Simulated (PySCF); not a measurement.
# BGeH6P: electronic excitations at several levels of theory

Aim: compute the electronic excitations of BGeH6P (`B[PH][GeH3]`) at several levels, and see how far they spread and what each costs.

Computed with PySCF 2.14.0, with density-fitted response routines of our own, on a single molecule in the gas phase. Atoms count from 0, in the outputs and in this text.

### Step 1. The starting structure

9 atoms, charge 0, multiplicity 1; geometry from: PBE0-D3(BJ)/def2-SVP.

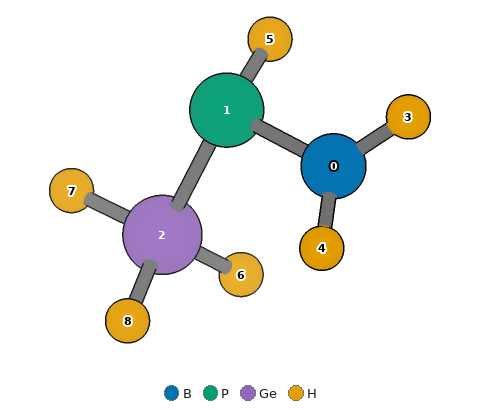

As it starts; boron blue, phosphorus teal, germanium purple, hydrogen amber, atoms numbered; sticks join atoms by distance.

### Step 2. Ultraviolet spectrum: B3LYP/def2-SVPD

What the job is given:

```
{"job": {"kind": "uv", "xc": "B3LYP", "basis": "def2-SVPD", "ip": true}, "charge": 0, "multiplicity": 1}
B     -1.889803    -0.461260    -0.280066
P     -0.640783     0.058637     0.984201
Ge     1.332633     0.475597    -0.131301
H     -2.686436    -1.329615    -0.024204
H     -1.984430     0.183910    -1.296724
H     -0.358774    -1.092880     1.764703
H      1.871070    -0.765592    -0.863696
H      2.372110     0.950879     0.897531
H      1.030481     1.595848    -1.136681
```

Method: TDDFT B3LYP/def2-SVPD, vertical, gas phase, core orbitals frozen in the response.

Command:

```bash
$ OMP_NUM_THREADS=1 python probes_run.py task.json out
```

This one command runs all jobs of the session in turn.

Output:

```text
coarse grid: 33840 points
cycle   1  E = -2446.4532206216  dE = -6.818e-01  |g| = 4.322e-01  |ddm| = 3.108e+00
cycle   2  E = -2446.4411646571  dE =  1.206e-02  |g| = 5.093e-01  |ddm| = 8.503e-01
cycle   3  E = -2446.4798753716  dE = -3.871e-02  |g| = 2.864e-02  |ddm| = 4.869e-01
cycle   4  E = -2446.4800806889  dE = -2.053e-04  |g| = 1.791e-02  |ddm| = 6.717e-02
cycle   5  E = -2446.4802039593  dE = -1.233e-04  |g| = 3.335e-03  |ddm| = 2.818e-02
cycle   6  E = -2446.4802083347  dE = -4.375e-06  |g| = 8.639e-04  |ddm| = 7.134e-03
final grid: 68408 points
cycle   7  E = -2446.4801905278  dE =  7.255e-08  |g| = 1.041e-03  |ddm| = 4.560e-03
cycle   8  E = -2446.4801902540  dE =  2.738e-07  |g| = 1.387e-03  |ddm| = 4.287e-03
cycle   9  E = -2446.4801909451  dE = -6.911e-07  |g| = 1.261e-04  |ddm| = 2.360e-03
cycle  10  E = -2446.4801909501  dE = -4.987e-09  |g| = 2.155e-05  |ddm| = 1.817e-04
cycle  11  E = -2446.4801909502  dE = -1.291e-10  |g| = 2.621e-06  |ddm| = 2.776e-05
converged SCF energy = -2446.4801909502

Static polarisability (au): isotropic 78.939, principal 63.744 74.487 98.585

Singlet excitations
state   eV       nm        f      main configurations
  1   4.5814    270.6   0.08249   H->L 0.93
  2   5.5133    224.9   0.07015   H-1->L 0.92
  3   6.0077    206.4   0.01261   H-2->L 0.80, H-3->L 0.09
  4   6.1093    202.9   0.03266   H->L+1 0.90
  5   6.1546    201.4   0.03591   H->L+2 0.94
  6   6.5758    188.5   0.02093   H->L+3 0.88
  7   6.7322    184.2   0.00658   H-3->L 0.81, H-2->L 0.10
  8   7.0051    177.0   0.02735   H-4->L 0.95
  9   7.0735    175.3   0.04918   H->L+4 0.90
 10   7.3920    167.7   0.02933   H->L+6 0.54, H->L+5 0.36

Triplet excitations (Tamm-Dancoff, eV): 3.3215 4.9336 5.4325 5.4801
Vertical ionisation energy (delta-SCF) = 9.3231 eV
Vertical electron affinity (delta-SCF) = 0.1684 eV
```

It took 29 s on 1 thread of Arm Neoverse V1, shared host; peak memory 0.58 GiB.

The orbitals next to the gap, with their largest atomic shares:

```tsv
orbital	eV	atoms
HOMO−3	-9.68	Ge2 31 %, H8 26 %, B0 14 %
HOMO−2	-9.33	B0 28 %, P1 21 %, H4 17 %
HOMO−1	-8.58	P1 30 %, Ge2 23 %, B0 19 %
HOMO	-7.12	P1 58 %, B0 18 %, Ge2 9 %
LUMO	-2.00	B0 46 %, P1 23 %, Ge2 9 %
LUMO+1	-0.19	Ge2 36 %, P1 21 %, H6 12 %
LUMO+2	0.00	Ge2 27 %, P1 20 %, B0 19 %
```

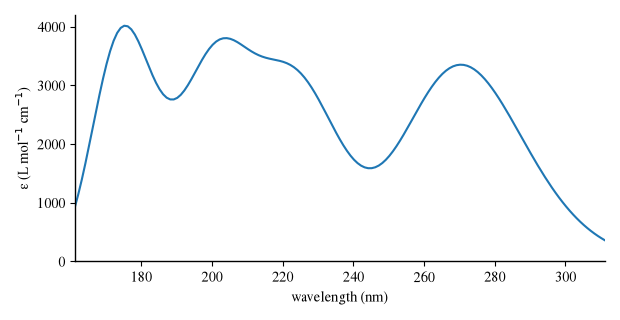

Absorption spectrum: each of the 10 states is a Gaussian band of 0.4 eV half-width at 1/e. Beyond the last state computed it falls off for lack of states.

Ground-state properties from the same run:

```tsv
property	computed
dipole moment (D)	1.05
polarisability (Å³)	11.70
HOMO–LUMO gap (eV)	5.12
−ε(HOMO) (eV)	7.12
```

### Step 3. Ultraviolet spectrum: PBE0/def2-SVPD

The job, as its differences from that of step 2:

```diff
@@ -1,2 +1,2 @@
-{"job": {"kind": "uv", "xc": "B3LYP", "basis": "def2-SVPD", "ip": true}, "charge": 0, "multiplicity": 1}
+{"job": {"kind": "uv", "xc": "PBE0", "basis": "def2-SVPD", "ip": true}, "charge": 0, "multiplicity": 1}
 B     -1.889803    -0.461260    -0.280066
```

Method: TDDFT PBE0/def2-SVPD, vertical, gas phase, core orbitals frozen in the response.

Output:

```text
coarse grid: 33840 points
cycle   1  E = -2445.9524716303  dE = -6.900e-01  |g| = 3.789e-01  |ddm| = 3.028e+00
cycle   2  E = -2445.9469823078  dE =  5.489e-03  |g| = 4.267e-01  |ddm| = 7.255e-01
cycle   3  E = -2445.9738142120  dE = -2.683e-02  |g| = 2.053e-02  |ddm| = 3.926e-01
cycle   4  E = -2445.9739005801  dE = -8.637e-05  |g| = 1.421e-02  |ddm| = 5.226e-02
cycle   5  E = -2445.9739773282  dE = -7.675e-05  |g| = 2.264e-03  |ddm| = 2.327e-02
cycle   6  E = -2445.9739793867  dE = -2.058e-06  |g| = 6.561e-04  |ddm| = 5.036e-03
final grid: 68408 points
cycle   7  E = -2445.9739599902  dE =  5.880e-10  |g| = 7.472e-04  |ddm| = 3.396e-03
cycle   8  E = -2445.9739598961  dE =  9.405e-08  |g| = 9.343e-04  |ddm| = 2.746e-03
cycle   9  E = -2445.9739602004  dE = -3.042e-07  |g| = 7.804e-05  |ddm| = 1.470e-03
cycle  10  E = -2445.9739602024  dE = -2.050e-09  |g| = 1.311e-05  |ddm| = 1.204e-04
cycle  11  E = -2445.9739602025  dE = -3.820e-11  |g| = 2.660e-06  |ddm| = 1.803e-05
converged SCF energy = -2445.9739602025

Static polarisability (au): isotropic 78.187, principal 63.268 73.815 97.477

Singlet excitations
state   eV       nm        f      main configurations
  1   4.6590    266.1   0.08241   H->L 0.93
  2   5.5757    222.4   0.06733   H-1->L 0.91
  3   6.0433    205.2   0.01742   H-2->L 0.82, H-3->L 0.11
  4   6.2852    197.3   0.05919   H->L+1 0.55, H->L+2 0.38
  5   6.3256    196.0   0.01359   H->L+2 0.53, H->L+1 0.38
  6   6.7137    184.7   0.02105   H->L+3 0.85
  7   6.8792    180.2   0.00667   H-3->L 0.78, H-2->L 0.12
  8   7.1850    172.6   0.02991   H-4->L 0.95
  9   7.2642    170.7   0.04462   H->L+4 0.87
 10   7.5991    163.2   0.03202   H->L+6 0.55, H->L+5 0.27, H-5->L 0.08

Triplet excitations (Tamm-Dancoff, eV): 3.2901 4.9135 5.3555 5.5478
Vertical ionisation energy (delta-SCF) = 9.2912 eV
Vertical electron affinity (delta-SCF) = 0.1842 eV
```

Run time: 29 s. Hardware: 1 thread of Arm Neoverse V1, shared host; peak memory 0.59 GiB.

In short: HOMO -7.34 eV, LUMO -1.81 eV; lowest singlet 4.66 eV.

### Step 4. TDDFT and polarisability: BHandHLYP/def2-SVPD

The job, as its differences from that of step 3:

```diff
@@ -1,2 +1,2 @@
-{"job": {"kind": "uv", "xc": "PBE0", "basis": "def2-SVPD", "ip": true}, "charge": 0, "multiplicity": 1}
+{"job": {"kind": "uv", "xc": "BHandHLYP", "basis": "def2-SVPD", "ip": true}, "charge": 0, "multiplicity": 1}
 B     -1.889803    -0.461260    -0.280066
```

With the program's defaults for keys left out, this is: TDDFT BHandHLYP/def2-SVPD, vertical, gas phase, core orbitals frozen in the response.

Output:

```text
coarse grid: 33840 points
cycle   1  E = -2446.3463323428  dE = -7.025e-01  |g| = 3.081e-01  |ddm| = 2.945e+00
cycle   2  E = -2446.3572734675  dE = -1.094e-02  |g| = 2.714e-01  |ddm| = 5.671e-01
cycle   3  E = -2446.3664738170  dE = -9.200e-03  |g| = 1.885e-02  |ddm| = 2.398e-01
cycle   4  E = -2446.3666233288  dE = -1.495e-04  |g| = 4.405e-03  |ddm| = 6.347e-02
cycle   5  E = -2446.3666319754  dE = -8.647e-06  |g| = 1.350e-03  |ddm| = 1.225e-02
final grid: 68408 points
cycle   6  E = -2446.3666196510  dE = -7.535e-07  |g| = 1.075e-03  |ddm| = 4.917e-03
cycle   7  E = -2446.3666198364  dE = -1.854e-07  |g| = 8.570e-04  |ddm| = 4.123e-03
cycle   8  E = -2446.3666201150  dE = -2.786e-07  |g| = 8.519e-05  |ddm| = 1.737e-03
cycle   9  E = -2446.3666201197  dE = -4.675e-09  |g| = 3.762e-05  |ddm| = 1.958e-04
cycle  10  E = -2446.3666201208  dE = -1.142e-09  |g| = 3.989e-06  |ddm| = 1.365e-04
cycle  11  E = -2446.3666201208  dE = -1.819e-11  |g| = 1.467e-06  |ddm| = 8.786e-06
converged SCF energy = -2446.3666201208

Static polarisability (au): isotropic 76.251, principal 62.276 72.316 94.160

Singlet excitations
state   eV       nm        f      main configurations
  1   4.8799    254.1   0.09426   H->L 0.90
  2   5.9240    209.3   0.07781   H-1->L 0.84
  3   6.3894    194.0   0.01521   H-2->L 0.54, H-3->L 0.29
  4   6.4802    191.3   0.01959   H->L+1 0.39, H->L+2 0.32, H->L+4 0.12
  5   6.5381    189.6   0.07648   H->L+2 0.47, H->L+1 0.34
  6   6.9901    177.4   0.02558   H->L+3 0.59, H->L+1 0.15, H->L+4 0.08
  7   7.5998    163.1   0.05320   H->L+4 0.66, H->L+3 0.10
  8   7.6989    161.0   0.03803   H-3->L 0.34, H-2->L 0.24, H-5->L 0.22
  9   7.8342    158.3   0.01710   H->L+5 0.46, H->L+6 0.24, H->L+3 0.13
 10   8.0209    154.6   0.06383   H->L+6 0.40, H->L+5 0.29, H-1->L+1 0.10

Triplet excitations (Tamm-Dancoff, eV): 3.5843 5.2768 5.6888 5.7419
Vertical ionisation energy (delta-SCF) = 9.1700 eV
```

Run time: 20 s. Hardware: 1 thread of Arm Neoverse V1, shared host; peak memory 0.58 GiB.

This run: HOMO -8.18 eV, LUMO -0.82 eV; lowest singlet 4.88 eV.

### Step 5. Excited states and response: CAM-B3LYP/def2-SVPD

The job, as its differences from that of step 4:

```diff
@@ -1,2 +1,2 @@
-{"job": {"kind": "uv", "xc": "BHandHLYP", "basis": "def2-SVPD", "ip": true}, "charge": 0, "multiplicity": 1}
+{"job": {"kind": "uv", "xc": "CAM-B3LYP", "basis": "def2-SVPD", "ip": true}, "charge": 0, "multiplicity": 1}
 B     -1.889803    -0.461260    -0.280066
```

Method: TDDFT CAM-B3LYP/def2-SVPD, vertical, gas phase, core orbitals frozen in the response.

Output:

```text
coarse grid: 33840 points
cycle   1  E = -2446.4806602182  dE = -6.975e-01  |g| = 4.015e-01  |ddm| = 3.020e+00
cycle   2  E = -2446.4882205504  dE = -7.560e-03  |g| = 3.999e-01  |ddm| = 6.270e-01
cycle   3  E = -2446.5052390887  dE = -1.702e-02  |g| = 1.650e-02  |ddm| = 3.022e-01
cycle   4  E = -2446.5053732200  dE = -1.341e-04  |g| = 5.770e-03  |ddm| = 6.172e-02
cycle   5  E = -2446.5053879563  dE = -1.474e-05  |g| = 1.458e-03  |ddm| = 1.553e-02
cycle   6  E = -2446.5053891321  dE = -1.176e-06  |g| = 3.985e-04  |ddm| = 3.525e-03
final grid: 68408 points
cycle   7  E = -2446.5053549698  dE = -1.033e-07  |g| = 2.833e-04  |ddm| = 2.194e-03
cycle   8  E = -2446.5053549859  dE = -1.606e-08  |g| = 2.667e-04  |ddm| = 7.605e-04
cycle   9  E = -2446.5053550003  dE = -1.449e-08  |g| = 2.752e-05  |ddm| = 3.640e-04
cycle  10  E = -2446.5053550013  dE = -9.213e-10  |g| = 1.676e-05  |ddm| = 1.235e-04
converged SCF energy = -2446.5053550013

Static polarisability (au): isotropic 77.703, principal 63.211 73.573 96.325

Singlet excitations
state   eV       nm        f      main configurations
  1   4.7376    261.7   0.08822   H->L 0.90
  2   5.7079    217.2   0.07330   H-1->L 0.85
  3   6.1333    202.1   0.01577   H-2->L 0.68, H-3->L 0.22
  4   6.3967    193.8   0.03038   H->L+2 0.62, H->L+1 0.15, H->L+4 0.11
  5   6.4274    192.9   0.05768   H->L+1 0.60, H->L+2 0.22
  6   6.9041    179.6   0.02325   H->L+3 0.61, H->L+1 0.12
  7   7.3705    168.2   0.01917   H-3->L 0.45, H-5->L 0.23, H-2->L 0.20
  8   7.5199    164.9   0.05293   H->L+4 0.65, H->L+5 0.09
  9   7.7548    159.9   0.03025   H->L+5 0.35, H->L+6 0.29, H->L+3 0.14
 10   7.8438    158.1   0.08750   H-4->L 0.43, H->L+5 0.17, H-1->L+1 0.15

Triplet excitations (Tamm-Dancoff, eV): 3.4513 5.0837 5.5076 5.6578
Vertical ionisation energy (delta-SCF) = 9.3223 eV
Vertical electron affinity (delta-SCF) = 0.1034 eV
```

Run time: 34 s. Hardware: 1 thread of Arm Neoverse V1, shared host; peak memory 0.6 GiB.

Key values: HOMO -8.53 eV, LUMO -0.74 eV; lowest singlet 4.74 eV.

### Step 6. Ultraviolet spectrum: wB97X-D/def2-SVPD

The job, as its differences from that of step 5:

```diff
@@ -1,2 +1,2 @@
-{"job": {"kind": "uv", "xc": "CAM-B3LYP", "basis": "def2-SVPD", "ip": true}, "charge": 0, "multiplicity": 1}
+{"job": {"kind": "uv", "xc": "wB97X-D", "basis": "def2-SVPD", "ip": true}, "charge": 0, "multiplicity": 1}
 B     -1.889803    -0.461260    -0.280066
```

Method: TDDFT wB97X-D/def2-SVPD, vertical, gas phase, core orbitals frozen in the response.

Output:

```text
coarse grid: 33840 points
cycle   1  E = -2446.4387774283  dE = -7.147e-01  |g| = 3.702e-01  |ddm| = 2.968e+00
cycle   2  E = -2446.4502414078  dE = -1.146e-02  |g| = 3.491e-01  |ddm| = 6.024e-01
cycle   3  E = -2446.4630765455  dE = -1.284e-02  |g| = 2.073e-02  |ddm| = 2.746e-01
cycle   4  E = -2446.4632988449  dE = -2.223e-04  |g| = 7.631e-03  |ddm| = 8.896e-02
cycle   5  E = -2446.4633274288  dE = -2.858e-05  |g| = 1.693e-03  |ddm| = 2.265e-02
cycle   6  E = -2446.4633295187  dE = -2.090e-06  |g| = 5.684e-04  |ddm| = 5.368e-03
final grid: 68408 points
cycle   7  E = -2446.4627718606  dE = -1.609e-06  |g| = 4.162e-04  |ddm| = 8.589e-03
cycle   8  E = -2446.4627719450  dE = -8.445e-08  |g| = 2.047e-04  |ddm| = 1.313e-03
cycle   9  E = -2446.4627719606  dE = -1.561e-08  |g| = 6.890e-05  |ddm| = 5.362e-04
cycle  10  E = -2446.4627719637  dE = -3.046e-09  |g| = 2.508e-05  |ddm| = 1.867e-04
cycle  11  E = -2446.4627719641  dE = -4.065e-10  |g| = 9.354e-06  |ddm| = 5.577e-05
converged SCF energy = -2446.4627719641

Static polarisability (au): isotropic 77.521, principal 63.216 73.419 95.928

Singlet excitations
state   eV       nm        f      main configurations
  1   4.8110    257.7   0.09421   H->L 0.91
  2   5.7735    214.7   0.06939   H-1->L 0.86
  3   6.2015    199.9   0.01636   H-2->L 0.70, H-3->L 0.22
  4   6.5084    190.5   0.03319   H->L+2 0.65, H->L+3 0.12, H->L+4 0.09
  5   6.5442    189.5   0.06476   H->L+1 0.62, H->L+2 0.15
  6   7.0137    176.8   0.02487   H->L+3 0.65, H->L+1 0.16, H->L+2 0.09
  7   7.4348    166.8   0.02001   H-3->L 0.47, H-5->L 0.23, H-2->L 0.19
  8   7.6477    162.1   0.03512   H->L+4 0.59, H->L+5 0.17
  9   7.9251    156.4   0.09794   H-4->L 0.43, H->L+6 0.18
 10   7.9528    155.9   0.02772   H->L+5 0.41, H-4->L 0.17, H-1->L+1 0.09

Triplet excitations (Tamm-Dancoff, eV): 3.5874 5.2052 5.6473 5.8280
Vertical ionisation energy (delta-SCF) = 9.3272 eV
```

Wall time 22 s (1 thread of Arm Neoverse V1, shared host); peak memory 0.6 GiB.

Key values: HOMO -9.09 eV, LUMO 0.01 eV; lowest singlet 4.81 eV.

[end of part 1 of 2]
